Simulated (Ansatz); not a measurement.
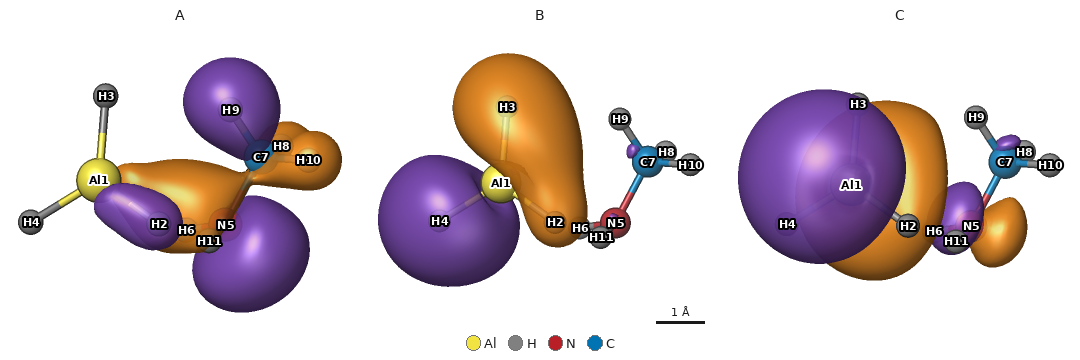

Figure. AlH3···CH5N. Three frontier orbitals at ±0.08 Å⁻³ᐟ² (orange and purple are the two phases), in no order.

Not at a stationary point (largest force 0.8 eV/Å).

Computed with RKS LDA/6-31G* (Ansatz).

The calculation's input:

```
crystal:
  periodic: [false, false, false]
  atoms:
    - { symbol: Al, position_ang: [0.0, 0.0, 0.0] }
    - { symbol: H, position_ang: [0.0, 0.0, 1.91] }
    - { symbol: H, position_ang: [1.351, 0.0, -0.78] }
    - { symbol: H, position_ang: [-1.351, 0.0, -0.78] }
    - { symbol: "N", position_ang: [0.0928, -2.1047, 0.7] }
    - { symbol: H, position_ang: [-0.4256, -2.8627, 0.1705] }
    - { symbol: C, position_ang: [0.8731, -2.4472, 1.8978] }
    - { symbol: H, position_ang: [1.0131, -3.5472, 1.9468] }
    - { symbol: H, position_ang: [1.8645, -1.9503, 1.8488] }
    - { symbol: H, position_ang: [0.3317, -2.103, 2.8036] }
    - { symbol: H, position_ang: [0.0453, -1.027, 1.8385] }
basis:
  gaussian: { orbitals: "6-31G*" }
hamiltonian:
  xc: lda
relax:
  f_tol: 0.15
  max_steps: 25
  restrain:
    - { distance: [0, 4], at: 3.12, k: 30.0 }
    - { distance: [10, 1], at: 1.86, k: 30.0 }
    - { distance: [0, 1], at: 1.56, k: 30.0 }
    - { distance: [10, 4], at: 1.06, k: 30.0 }
output:
  orbitals: {}
```

Run with:

```sh
ansatz run input.yaml --threads 1 --pin off --max-ram 2048MiB --backend cpu --events-out ev --progress --plain --runs-dir out
```

The fields are those of the run's last geometry, not of the input's.

Which picture is the HOMO−1, the HOMO and the LUMO?

Answer. B is the HOMO−1 (−7.18 eV). By Hirshfeld shares it lies mainly on Al1 (about 40 %), H4 (about 35 %) and H3 (about 20 %). A is the HOMO (−5.42 eV). Its weight (Hirshfeld) is mainly on N5 (about 65 %), C7 (about 10 %) and H9 (about 5 %). C is the LUMO (−2.48 eV). It lies mainly on Al1 (about 70 %) and N5 (about 10 %).

What is the HOMO–LUMO gap?

Answer. 2.94 eV between the orbital energies.
